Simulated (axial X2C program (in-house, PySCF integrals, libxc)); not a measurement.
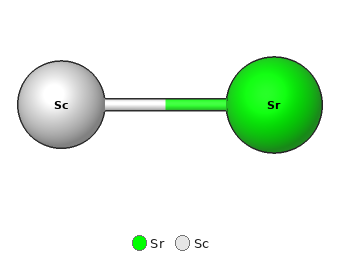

**Figure 1.** The molecule at the reference distance of 3.172 Å.

**Relativistic diatomic calculation for SrSc**

System: SrSc, single determinant with M_S = 3/2 and |Λ| = 0 (not the lowest found).
Method: PBE0, spin-free X2C-1e, Sr dyall-cv3z, Sc dyall-cv3z (cores contracted) (axial X2C program (in-house, PySCF integrals, libxc)).

## Input
```
{"zs": [38, 21], "q": 0, "bas": ["dyall-cv3z", "dyall-cv3z"], "levels": ["PBE0", "HF", "LDA"], "cc": true, "r0": 3.33, "thr": -1.0, "nmax": 90, "npts": 10, "nst": 2, "ntry": 6}
```

The line is the task of a batch: nuclear charges, charge, bases, the levels to run, a first guess of the distance and further settings. This report covers PBE0 without spin-orbit coupling. The log is that of the reference distance 3.172 Å, started from orbitals converged before.

Hardware: 1 thread of Arm Neoverse V2, 24 GiB of memory available, shared host.

The run was one of a batch that the task file lists, launched with:
```bash
python <driver script> task.json out
```

## Output
```
spin-free X2C-1e  PBE0
basis functions 264  fitting functions 1369  grid points 5808
iter        total energy     max residual
   1      -3942.989570168     6.64e-05
   2      -3942.989570246     5.85e-05
   3      -3942.989570320     3.58e-05
   4      -3942.989570337     4.00e-05
   5      -3942.989570357     6.79e-06
   6      -3942.989570358     6.31e-06
converged
one-electron -5710.88033810  Coulomb 1779.51271578  exact exchange -35.58365149  xc functional -109.16673738  nuclear repulsion 133.12844083
```

## The points of the curve

```tsv
R (Å)	E (hartree)	dipole (D; origin at the first atom, positive when the second is positive)	highest filled (eV)	lowest empty (eV)
2.982	−3942.986977	−0.74	−3.40	−1.82
3.077	−3942.988771	−0.73	−3.43	−1.85
3.172	−3942.989570	−0.71	−3.46	−1.87
3.283	−3942.989505	−0.68	−3.50	−1.89
3.394	−3942.988619	−0.65	−3.51	−1.91
3.537	−3942.986642	−0.60	−3.39	−1.93
```

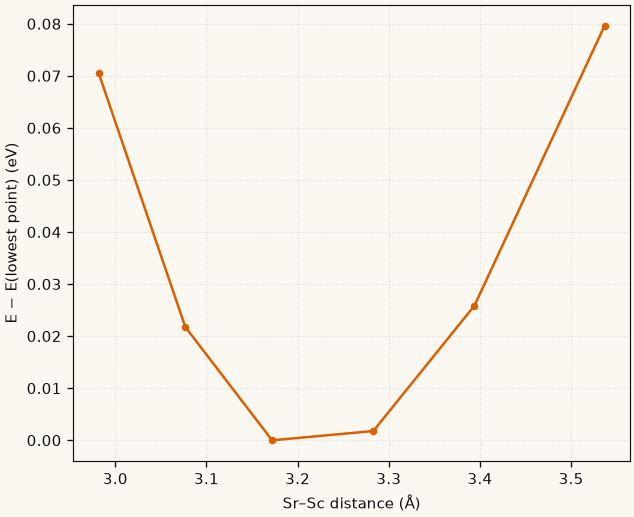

**Figure 2.** Energy at 6 bond lengths, for one set of occupations held fixed; the line joins the points. A polynomial of degree 4 through 6 points gives rₑ = 3.219 Å, ωₑ = 139.8 cm⁻¹, ωₑxₑ = 0.52 cm⁻¹ and Bₑ = 0.05471 cm⁻¹. The minimum lies 0.11 eV below Sr + Sc, each computed as one determinant at the same level.

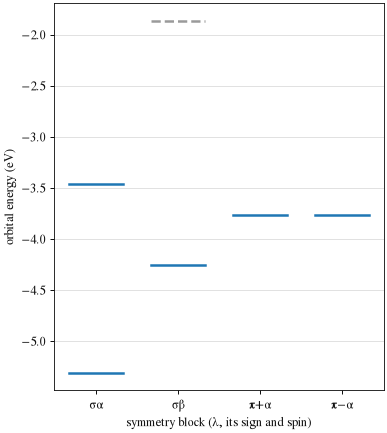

**Figure 3.** Orbital energies near the frontier at 3.17 Å, filled (solid) and empty (dashed); a label such as π−α means λ = −1 and α spin. The highest filled orbital (σα; 29 % Sr s, 26 % Sc p) lies at −3.46 eV, the lowest empty one (σβ; 28 % Sr p, 24 % Sc p) at −1.87 eV.

## Results in brief

| quantity | value |
| --- | --- |
| outcome | converged |
| bond length rₑ | 3.219 Å |
| ωₑ | 139.8 cm⁻¹ |
| energy at the minimum | −3942.98966 hartree |
| depth below the fragments | 0.11 eV |
| largest ⟨S²⟩ along the curve | 3.76 |
| wall time | 12 s |
| peak memory | 0.66 GiB |

## Notes

To bear in mind: 6 of the 10 points asked for were kept.
